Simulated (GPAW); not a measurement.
Consider Sr2MgReO6 (I4/m).

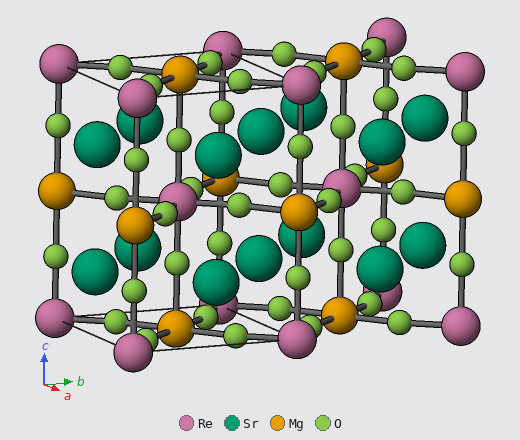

The structure (rhenium pink, strontium teal, magnesium orange, oxygen green). 1×2×1 conventional cells are drawn. Some periodic images of atoms are drawn too.

```cif
data_structure
_symmetry_space_group_name_H-M 'P 1'
_symmetry_Int_Tables_number 1
_cell_length_a 5.6516
_cell_length_b 5.6516
_cell_length_c 5.6516
_cell_angle_alpha 120.362
_cell_angle_beta 120.362
_cell_angle_gamma 89.373
_cell_volume 126.94
loop_
_atom_site_label
_atom_site_type_symbol
_atom_site_fract_x
_atom_site_fract_y
_atom_site_fract_z
_atom_site_occupancy
Re1 Re 0.00000 0.00000 0.00000 1
Sr2 Sr 0.75000 0.25000 0.50000 1
Sr3 Sr 0.25000 0.75000 0.50000 1
Mg4 Mg 0.50000 0.50000 0.00000 1
O5 O 0.20904 0.72616 0.93520 1
O6 O 0.79096 0.27384 0.06480 1
O7 O 0.27384 0.20904 0.48289 1
O8 O 0.72616 0.79096 0.51711 1
O9 O 0.75756 0.75756 0.00000 1
O10 O 0.24244 0.24244 0.00000 1
```

Absorber: atom 9, with 1 Re at 1.95 Å and 1 Mg at 2.07 Å (linear, site symmetry 4). Method: GPAW, LDA, excited-electron core hole (neutral cell), 10-atom cell with 5.6 Å between holes, 6×6×6 k points, dipole transitions, Gaussian full width 0.9 eV up to 4 eV, rising linearly to 3.5 eV at 25 eV, without spin-orbit coupling.

Predict the near-edge structure at the O K edge.

Main maxima up to 24 eV above the zero (height): 0.2 eV (1.04), 4.5 eV (3.12), 10.5 eV (1.64) and 17.9 eV (0.82). A K edge sees empty p states; the first features are O p mixed into the empty d states of the Re neighbours, and the broad ones above probably into the cations' higher empty bands. The total-energy difference is 534.01 eV. One term is added: -8.83 eV, since the hole is spin-paired here and a spin-polarised one costs that much less in the free atom (computed apart). The photon energy is then 525.18 eV. The functional leaves an error in such absolute values: in the free atom LDA prices this hole 4.1 eV below PBE (computed apart), and PBE is itself good to a few eV.

The O K spectrum (energy from the lowest empty level; intensity scaled to a mean of 1 over the first 20 eV; polarised curves are means over the symmetry-equivalent atoms):

```csv
E (eV),isotropic,ε ⊥ c,ε ∥ c
-2.0,0.00,0.00,0.00
-0.5,0.22,0.32,0.02
1.0,0.16,0.24,0.01
2.5,0.13,0.16,0.07
4.0,2.54,2.10,3.42
5.5,1.81,1.74,1.95
7.0,0.57,0.63,0.43
8.5,1.51,1.05,2.43
10.0,1.60,1.28,2.24
11.5,1.37,0.97,2.17
13.0,0.69,0.48,1.11
14.5,0.40,0.37,0.44
16.0,0.58,0.72,0.32
17.5,0.81,1.05,0.34
19.0,0.78,0.97,0.41
20.5,0.73,0.82,0.54
22.0,0.70,0.66,0.79
23.5,0.69,0.57,0.92
25.0,0.65,0.62,0.70
26.5,0.65,0.74,0.47
28.0,0.74,0.91,0.39
29.5,0.88,1.08,0.47
31.0,0.96,1.06,0.75
```

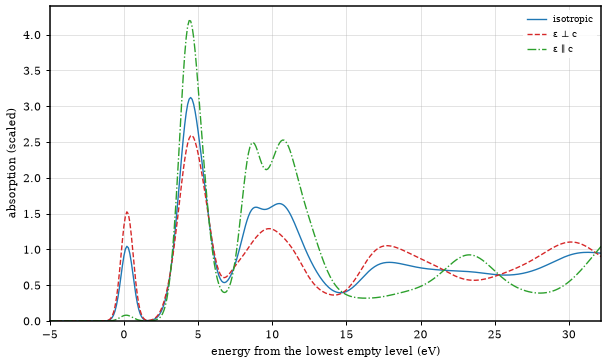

The O K edge.

The primitive cell holds an odd number of electrons, so a spin-paired run has to come out metallic; that is right for a metal, but some such compounds are magnetic or distorted insulators. The crystal has 2 inequivalent O sites and not all are shown here, while a measurement adds them all. The holes are only 5.6 Å apart, so the shape is probably not converged with cell size; no larger cell was run here. The mesh is coarse (0.26 Å⁻¹ between points), so small maxima may be mesh ripples. The structure is a computed Materials Project entry and may be a hypothetical form.

[Banner, clock and machine lines of the logs are left out without a mark of their own.]

[Logs are printed without paths, hosts, clocks, repeated set-up lines and the standing remarks that a program may print on its own settings, such as how far it seeks lower states.]

[Hosts, paths, dates, database ids (printed as entryN), source tags and the programs' standing remarks are cut or masked in the printed files.]

[Lists of maxima count a maximum above −3 eV only where it reaches 4 % of the highest in the window and stands out from its surroundings by 2 % of it (1.5 % where it reaches 55 %); shoulders and weaker maxima are passed over, and of the rest the first, up to two pre-edge ones and the few strongest are named.]
